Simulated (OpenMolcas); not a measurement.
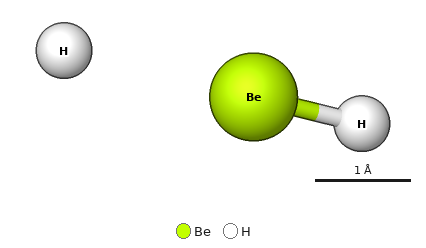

Figure 1. The structure as given in the input (ball-and-stick view, seen at an oblique angle). Sticks mark near contacts. Bond lengths as drawn: Be–H 1.28 Å.

BeH2: single-point calculation (part 1 of 2)

System: BeH2 (beryllium dihydride).
Method: CCSD(T)/STO-3G, RHF (OpenMolcas 26.06).

A bond length was changed on purpose from its optimised value.

The program's output
```
--- Start Module: gateway ---

                                              &GATEWAY

                       available to each process: 1.9 GB of memory, 1 thread

 Basis Set     1 Label: BE.STO-3G
 Basis set is read from library:.
 basistype.tbl is not found

 Basis Set     2 Label: H.STO-3G
 Basis set is read from library:.
 basistype.tbl is not found

++    Symmetry information:
      ---------------------

                    Character Table for C1

                             E
                    a        1  x, y, xy, Rz, z, xz, Ry, yz, Rx, I
--

++    Basis set information:
      ----------------------

      Basis set label: BE.STO-3G.........

      Electronic valence basis set:
      ------------------
      Associated Effective Charge   4.000000 au
      Associated Actual Charge      4.000000 au
      Nuclear Model: Point charge

      Shell  nPrim  nBasis  Cartesian Spherical Contaminant
         s       6       2        X
         p       3       1        X

      Basis set label: H.STO-3G.........

      Electronic valence basis set:
      ------------------
      Associated Effective Charge   1.000000 au
      Associated Actual Charge      1.000000 au
      Nuclear Model: Point charge

      Shell  nPrim  nBasis  Cartesian Spherical Contaminant
         s       3       1        X
--

++    Molecular structure info:
      -------------------------

                    ************************************************
                    **** Cartesian Coordinates / bohr, angstrom ****
                    ************************************************

     Center  Label                x              y              z                     x              y              z
        1      BE1              1.010040       1.333825       0.700928              0.534490       0.705830       0.370915
        2      H2               2.351764       3.114854       1.633111              1.244500       1.648310       0.864205
        3      H3              -1.344011      -1.779820      -0.933279             -0.711220      -0.941840      -0.493870

                    ***************************************
                    *    InterNuclear Distances / bohr    *
                    ***************************************

               1 BE1           2 H2            3 H3
    1 BE1      0.000000
    2 H2       2.416869        0.000000
    3 H3       4.231663        6.648530        0.000000

                    *******************************************
                    *    InterNuclear Distances / angstrom    *
                    *******************************************

               1 BE1           2 H2            3 H3
    1 BE1      0.000000
    2 H2       1.278952        0.000000
    3 H3       2.239300        3.518250        0.000000
--

            Nuclear Potential Energy              2.75069811 au

--- Stop Module: gateway /rc=_RC_ALL_IS_WELL_ ---

--- Start Module: seward ---

                                              &SEWARD

                       available to each process: 1.9 GB of memory, 1 thread

               SEWARD will generate:
                  Multipole Moment integrals up to order  2
                  Kinetic Energy integrals
                  Nuclear Attraction integrals (point charge)
                  One-Electron Hamiltonian integrals
                  Velocity integrals
                  Orbital angular momentum around (  0.9175   1.2120   0.6368 )
                  Velocity quadrupole around (  0.9175   1.2120   0.6368 )
                  Two-Electron Repulsion integrals

                   Integrals are discarded if absolute value <: 1.00E-14
                   Integral cutoff threshold is set to       <: 1.00E-16

            Nuclear Potential Energy              2.75069811 au

      Basis set specifications :
      Symmetry species         a
      Basis functions            7

--- Stop Module: seward /rc=_RC_ALL_IS_WELL_ ---

--- Start Module: scf ---

                                                &SCF

                       available to each process: 1.9 GB of memory, 1 thread

++    Input section:
      --------------

      Header of the integral files:

      Cartesian coordinates in angstrom:
      -----------------------------------------------------
      No.  Label        X            Y            Z
      -----------------------------------------------------
       1   BE1        0.53449000   0.70583000   0.37091500
       2   H2         1.24450000   1.64831000   0.86420500
       3   H3        -0.71122000  -0.94184000  -0.49387000
      -----------------------------------------------------
      Nuclear repulsion energy =    2.75069811
--

++    Orbital specifications:
      -----------------------

      Symmetry species               1
                                     a
      Frozen orbitals                0
      Occupied orbitals              3
      Secondary orbitals             4
      Deleted orbitals               0
      Total number of orbitals       7
      Number of basis functions      7
--

      Molecular charge                           0.000

++    Optimization specifications:
      ----------------------------

      SCF Algorithm: Conventional
      Minimized density differences are used
      Number of density matrices in core                 5
      Maximum number of NDDO SCF iterations            400
      Maximum number of HF SCF iterations              400
      Threshold for SCF energy change             1.00E-10
      Threshold for density matrix                1.00E-07
      Threshold for Fock matrix                   1.00E-07
      Threshold for linear dependence             1.00E-09
      Threshold at which DIIS is turned on        1.50E-01
      Maximum depth in the DIIS procedure                5
      Maximum depth in the BFGS Hessian update          30
      Threshold at which QNR/C2DIIS is turned on  7.50E-02
      Threshold for Norm(delta) (QNR/C2DIIS)      1.00E-05
      All orbitals punched on: SCFORB
--

      Input vectors read from INPORB
      Orbital file label: *Guess orbitals

++ Convergence information
                                   SCF        iterations: Energy and convergence statistics

Iter     Tot. SCF        One-elec.       Two-elec.     Energy      Max Dij or  Max Fij      DNorm      TNorm      AccCon     Time
         Energy          Energy          Energy        Change      Delta Norm                                                in Sec.
   1   -15.054112795   -24.871230517     7.066419615   0.00E+00    9.13E-01*   2.09E-01*    3.38E+00   6.43E+00   None         0.
   2   -15.392000614   -25.877640217     7.734941495  -3.38E-01*   2.31E-01*   5.77E-02*    2.21E+00   6.81E+00   EDIIS        0.
   3   -15.406771818   -25.714036267     7.556566341  -1.48E-02*   2.66E-02*   8.69E-03*    3.83E-01   6.72E+00   EDIIS        0.
   4   -15.407307794   -25.740537335     7.582531434  -5.36E-04*   8.46E-03*   2.76E-03*    4.61E-02   6.73E+00   c2DIIS       0.
   5   -15.407342748   -25.736562367     7.578521512  -3.50E-05*   1.10E-03*   5.54E-04*    6.57E-03   6.73E+00   QNRc2DIIS    0.
   6   -15.407344842   -25.737588515     7.579545565  -2.09E-06*   4.56E-04*   2.03E-04*    2.96E-04   6.73E+00   QNRc2DIIS    0.
   7   -15.407345049   -25.737480962     7.579437805  -2.07E-07*   5.19E-06    2.25E-06*    1.11E-05   6.73E+00   QNRc2DIIS    0.
   8   -15.407345049   -25.737475461     7.579432305  -3.54E-11    1.17E-06    3.49E-07*    1.24E-05   6.73E+00   QNRc2DIIS    0.
   9   -15.407345049   -25.737475425     7.579432269  -1.35E-12    5.51E-07    1.15E-07*    2.35E-06   6.73E+00   QNRc2DIIS    0.
  10   -15.407345049   -25.737475433     7.579432276  -1.42E-13    7.16E-09    5.12E-09     7.23E-04   6.73E+00   QNRc2DIIS    0.

       Convergence after  10 Iterations
--

 *****************************************************************************************************************************
 *                                             SCF/KS-DFT Program, Final results                                             *
 *                                                       Final Results                                                       *
 *****************************************************************************************************************************

::    Total SCF energy                                -15.4073450489
      One-electron energy                             -25.7374754328
      Two-electron energy                               7.5794322761
      Nuclear repulsion energy                          2.7506981078
      Kinetic energy (interpolated)                    15.7247382989
      Virial theorem                                    0.9798156736
      Total spin, S(S+1)                                0.0000000000
      Total spin, S                                     0.0000000000
      Max non-diagonal density matrix element           0.0000000104
      Max non-diagonal Fock matrix element              0.0000000005

      All orbitals with orbital energies smaller than  E(LUMO)+0.5 are printed

++    Molecular orbitals:
      -------------------

      Title: SCF orbitals

      Molecular orbitals for symmetry species 1: a

          Orbital            1         2         3         4         5         6
          Energy           -4.5446   -0.4615   -0.2832    0.2051    0.2051    0.2177
          Occ. No.          2.0000    2.0000    2.0000    0.0000    0.0000    0.0000

--

++    Molecular charges:
      ------------------

      Mulliken charges per centre and basis function type
      ---------------------------------------------------

                BE1     H2      H3
      1s       3.0476  1.0443  1.0624
      2px      0.2611  0.0000  0.0000
      2pz      0.1259  0.0000  0.0000
      2py      0.4587  0.0000  0.0000
      Total    3.8933  1.0443  1.0624

      N-E      0.1067 -0.0443 -0.0624

      Total electronic charge=    6.000000

      Total            charge=   -0.000000
--

++    Molecular properties:
      ---------------------

      Charge (e):
                      =   -0.0000
      Dipole Moment (debye):
      Origin of the operator (angstrom)=    0.4855    0.6414    0.3370
                   X=  2.1655E-01               Y=  2.8100E-01               Z=  1.4970E-01           Total=  3.8505E-01
      Quadrupole Moment (debye*angstrom):
      Origin of the operator (angstrom)=    0.4855    0.6414    0.3370
                  XX= -7.6117E+00              XY= -1.8164E+00              XZ= -9.5195E-01              YY= -8.6481E+00
                  YZ= -1.2615E+00              ZZ= -6.9022E+00
      In traceless form (debye*angstrom)
                  XX=  1.6338E-01              XY= -2.7246E+00              XZ= -1.4279E+00              YY= -1.3911E+00
                  YZ= -1.8922E+00              ZZ=  1.2277E+00
--

--- Stop Module: scf /rc=_RC_ALL_IS_WELL_ ---

--- Start Module: rasscf ---

                                              &RASSCF

                       available to each process: 1.9 GB of memory, 1 thread

      Header of the ONEINT file:
      --------------------------

      OrdInt status: non-squared

      Cartesian coordinates in angstrom:
      -----------------------------------------------------
      No.  Label        X            Y            Z
      -----------------------------------------------------
       1   BE1        0.53449000   0.70583000   0.37091500
       2   H2         1.24450000   1.64831000   0.86420500
       3   H3        -0.71122000  -0.94184000  -0.49387000
      -----------------------------------------------------
      Nuclear repulsion energy =    2.75069811

++    Wave function specifications:
      -----------------------------

      Number of closed shell electrons           6
      Number of electrons in active shells       0
      Max number of holes in RAS1 space          0
      Max nr of electrons in RAS3 space          0
      Number of inactive orbitals                3
      Number of active orbitals                  0
      Number of secondary orbitals               4
      Spin quantum number                      0.0
      State symmetry                             1
--

++    Orbital specifications:
      -----------------------

      Symmetry species                           1
                                                 a
      Frozen orbitals                            0
      Inactive orbitals                          3
      Active orbitals                            0
      RAS1 orbitals                              0
      RAS2 orbitals                              0
      RAS3 orbitals                              0
      Secondary orbitals                         4
      Deleted orbitals                           0
      Number of basis functions                  7
--

++    CI expansion specifications:
      ----------------------------

      Number of CSFs                             1
      Number of spin combinations                1
      Number of determinants                     1
      Number of root(s) required                 1
      Root chosen for geometry opt.              1
      CI root used                               1

      highest root included in the CI            1
      max. size of the explicit Hamiltonian      1
--

++    Optimization specifications:
      ----------------------------

      RASSCF algorithm: Conventional
      Maximum number of macro iterations       200
      Maximum number of SX iterations          100
      Threshold for RASSCF energy            1.000E-08
      Threshold for max MO rotation          1.000E-01
      Threshold for max BLB element          1.000E-04
      Level shift parameter                  5.000E-01
      Make Quasi-Newton update
--

      The MO-coefficients are taken from the file:
      calc.ScfOrb
      Title: SCF orbitals

      Total molecular charge    0.00
```
